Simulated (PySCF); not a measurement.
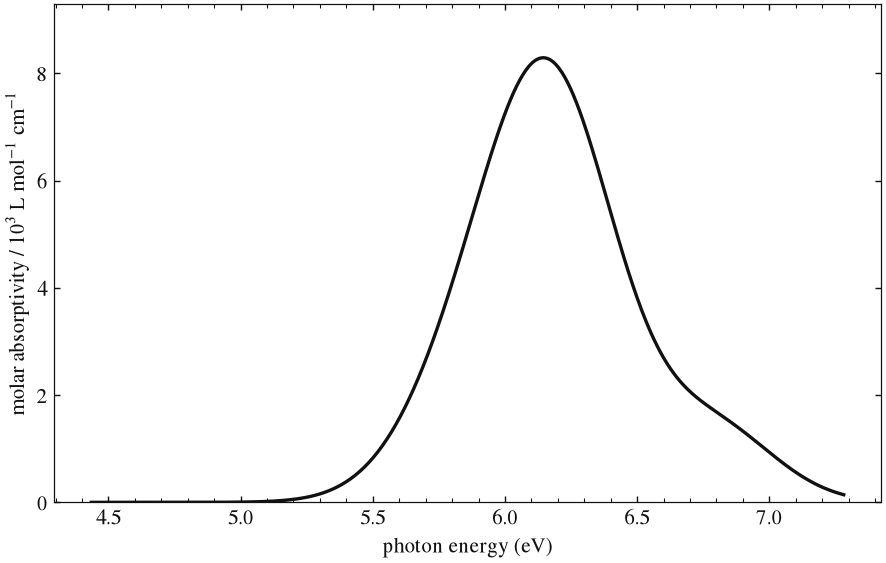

Computed absorption of C₃H₇FOSi, SMILES CO[C@@H]1[SiH2][C@@H]1F. Vertical TDDFT excitations, PBE0/def2-SVPD with PySCF 2.14.0, at a GFN2-xTB geometry (no frequency check), gas phase. Only the first 6 singlet excitations are included; each is broadened by a Gaussian of 1/e half-width 0.33 eV.

**Where is the maximum of the broadened curve, and how high is it?**

At about 6.1 eV (202 nm), with ε near 8300 L mol⁻¹ cm⁻¹.

**Where is the lowest singlet, and is it bright?**

S1 lies at 5.64 eV (220 nm) with f = 0.002, mainly HOMO → LUMO+1 (89 %); it is dark or nearly so.

**Does any vertical transition fall in the visible?**

No singlet lies below 3.1 eV (beyond 400 nm), so at this level no vertical transition falls in the visible.

Known limits of this run: the tight-binding geometry is rougher than a DFT one and adds to the error; one conformer of a flexible molecule; core orbitals are frozen in the response.
